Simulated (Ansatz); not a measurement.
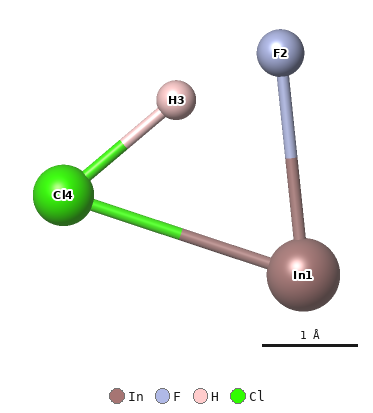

The structure as given in the input (ball-and-stick view, seen on its broad side; atoms are numbered from 1 in the order of the input). Sticks mark near contacts. Bond lengths as drawn: Cl–H 1.56 Å, Cl–In 2.66 Å and F–In 2.36 Å.

Phonon calculation, with input and output: InHClF

- system: InHClF
- method: RKS PBE0-D4/def2-SVP (Ansatz 0.2.0)

Figures and captions count atoms from 1; the log counts them from 0 in places.

**Input file**
```yaml
crystal:
  periodic: [false, false, false]
  atoms:
    - {symbol: In, position_ang: [-1.291808, -0.948585, 0.279206]}
    - {symbol: F, position_ang: [0.623008, -0.559045, -1.048886]}
    - {symbol: H, position_ang: [0.556323, 0.304714, -0.211280]}
    - {symbol: Cl, position_ang: [0.112478, 1.202915, 0.981060]}
basis:
  gaussian: {orbitals: def2-SVP}
hamiltonian: {xc: pbe0, dispersion: d4}
phonons: {}
scf: {lower_state_search: off}
```

Launch command:
```bash
ansatz run in.yaml --threads 2 --pin off --events-out ev --progress --plain --max-ram 4352MiB
```

**Log**
```
Functional definition: PBE0
  name "PBE0"
  cite "Adamo & Barone, J. Chem. Phys. 110, 6158 (1999) doi:10.1063/1.478522"
  cite "Perdew, Burke & Ernzerhof, Phys. Rev. Lett. 77, 3865 (1996) doi:10.1103/PhysRevLett.77.3865"
  parent pbe
  parameter a = 0.25
  parameter kappa = 0.804
  parameter beta = 0.06672455060314922
  exchange = (1 - a)*pbe_x(kappa = kappa, mu = beta*pi^2/3) + a*exact_x
  correlation = pbe_c(beta = beta)
these checks for a lower state are left out or cut short: stability, starts, cluster_reference, orbital_swaps, neighbouring_geometries, increment
741 factors; integrals over basis functions are off by at most 2.8e-4 eV
mean field evaluation 1: about -20417.0059 eV, gradient 3.3e1 eV
mean field evaluation 2: about -20411.6898 eV, gradient 6.6e1 eV
mean field evaluation 4: about -20418.9062 eV, gradient 2.1e0 eV
mean field evaluation 8: about -20418.9330 eV, gradient 5.2e-2 eV
mean field evaluation 16: about -20418.9330 eV, gradient 1.6e-6 eV
mean field -20418.93301819 eV, -750.3819479685 hartree, gradient 1.6e-6 eV, S^2 0.000000; 0 other end points of the search recorded, 0 dependent functions left out
the calculation of the forces begins
reference -20418.93304379 eV, -750.3819489095 hartree; 24, 24 occupied and 39, 39 virtual orbitals, 741 factors
these checks for a lower state are left out or cut short: stability, starts, cluster_reference, orbital_swaps, neighbouring_geometries, increment
741 factors; integrals over basis functions are off by at most 2.8e-4 eV
mean field -20418.93288690 eV, -750.3819431436 hartree, gradient 1.3e-6 eV, S^2 0.000000; 0 other end points of the search recorded, 0 dependent functions left out
[... from here on the field's lines of each further geometry are left out, up to the last ...]
the calculation of the forces begins
reference -20418.93302951 eV, -750.3819483847 hartree; 24, 24 occupied and 39, 39 virtual orbitals, 741 factors
these checks for a lower state are left out or cut short: stability, starts, cluster_reference, orbital_swaps, neighbouring_geometries, increment
741 factors; integrals over basis functions are off by at most 2.8e-4 eV
mean field evaluation 160: about -20418.9330 eV, gradient 2.6e-6 eV
mean field -20418.93299280 eV, -750.3819470357 hartree, gradient 2.5e-6 eV, S^2 0.000000; 0 other end points of the search recorded, 0 dependent functions left out
the calculation of the forces begins
reference -20418.93301841 eV, -750.3819479766 hartree; 24, 24 occupied and 39, 39 virtual orbitals, 741 factors
WARN: phonons: modes at or below zero, which the zero-point energy, F, S and C_V leave out: 1, the lowest at -496.36 cm⁻¹. A minimum has none, and a first-order saddle one
Total energy: -20419.00085333 eV, -750.3844408639 hartree
Atom 0 at    -1.291808    -0.948585     0.279206 Å, force    -0.080373    -0.318890    -0.217957 eV/Å
Atom 1 at     0.623008    -0.559045    -1.048886 Å, force    -0.651188     1.153863     1.617561 eV/Å
Atom 2 at     0.556323     0.304714    -0.211280 Å, force     0.728641    -0.836038    -1.402268 eV/Å
Atom 3 at     0.112478     1.202915     0.981060 Å, force     0.002920     0.001065     0.002664 eV/Å
Dipole moment:    -0.524894    -0.363398     0.134219 e Å
Vibrations: -496.36 236.68 438.85 546.30 1036.28 1389.98 cm⁻¹, zero-point energy 0.226153 eV
Checks for a lower state left out: stability, starts, cluster_reference, orbital_swaps, neighbouring_geometries, increment
```

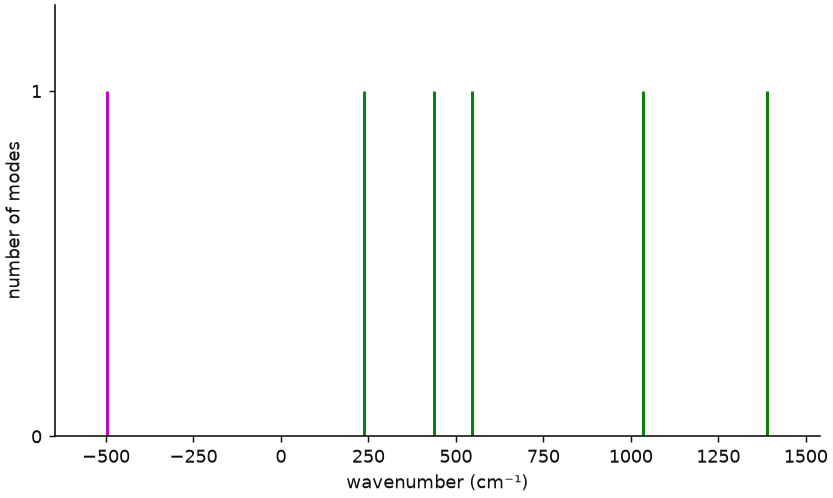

Harmonic vibrational wavenumbers from the force constants; neighbouring modes closer than 9 cm⁻¹ are counted in one stick, and imaginary ones are drawn at negative wavenumbers. 6 modes from 496i to 1390 cm⁻¹, 1 imaginary beyond 8i (496i cm⁻¹): a first-order saddle point, if the geometry is stationary.

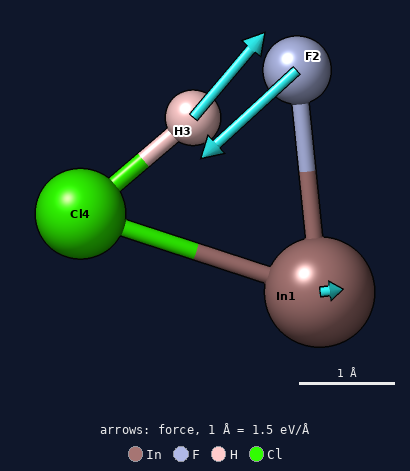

Forces on the atoms as teal arrows (ball-and-stick view, seen at a tilt; atoms are numbered from 1 in the order of the input); the smallest are left out. The largest act on F2 (2.09 eV/Å); H3 (1.79 eV/Å). The geometry is not a stationary point of this energy.

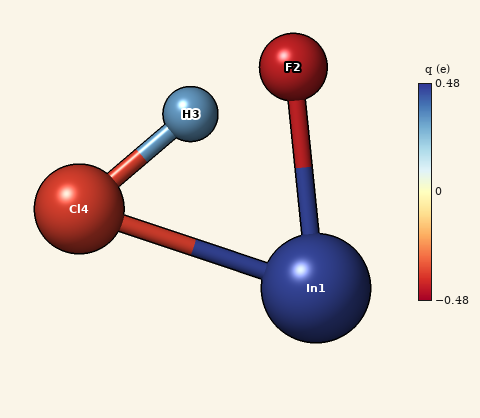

Mulliken charges, as the colour of each atom (ball-and-stick view, seen on its broad side; atoms are numbered from 1 in the order of the input). By element: In +0.45, F −0.41, H +0.31 and Cl −0.36 e.

**Summary**

```csv
quantity,value
outcome,converged
total energy,−20419.0009 eV
mean-field energy,−20418.9330 eV
dispersion energy,−0.0678 eV
largest force (length of the vector),2.091 eV/Å
dipole moment,3.13 D
hardware,"2 threads of Arm Neoverse V1, 23 GiB of memory available, shared host"
wall time,21 s (CPU time 38 s)
peak memory,0.12 GiB
```
